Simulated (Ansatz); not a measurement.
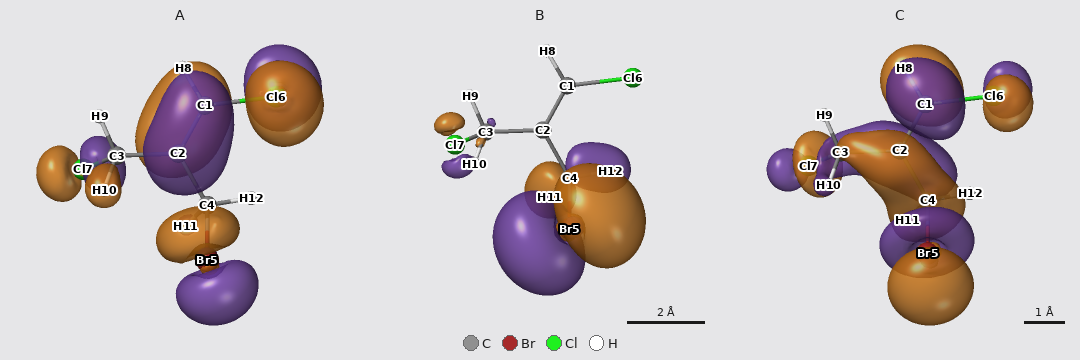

*C$_{4}$H$_{5}$BrCl$_{2}$. Three frontier orbitals at ±0.08 Å⁻³ᐟ² (orange and purple are the two phases), in no order.*

Geometry: r2SCAN-D4/def2-SVP.

The calculation used isolated molecule in a Gaussian basis; Kohn-Sham density functional theory, functional PBE0 (Ansatz).

```xyz
12

C    -0.8787    1.0080    2.3589
C    -0.1222    1.2452    1.2696
C     1.3070    0.8074    1.2799
C    -0.6220    1.9393    0.0552
Br    0.1265    3.7701   -0.0622
Cl   -2.5233    1.5001    2.5315
Cl    1.6203   -0.4474    0.0035
H    -0.4947    0.4774    3.2348
H     1.5974    0.3664    2.2423
H     1.9746    1.6501    1.0452
H    -0.2847    1.4331   -0.8587
H    -1.7105    2.0594    0.0558
```

> Which picture is the HOMO−1, the HOMO and the LUMO?

B is the HOMO−1 (−8.18 eV). It lies mainly on Br5 (about 85 %); largely a lone pair of Br5. A is the HOMO (−7.78 eV). It lies mainly on Cl6 (about 25 %), C2 (about 25 %), C1 (about 20 %) and Br5 (about 15 %). C is the LUMO (−1.64 eV). It lies mainly on C1 (about 25 %), Br5 (about 20 %), C2 (about 15 %), C4 (about 10 %) and Cl6 (about 10 %).

> What is the HOMO–LUMO gap?

6.14 eV between the orbital energies.
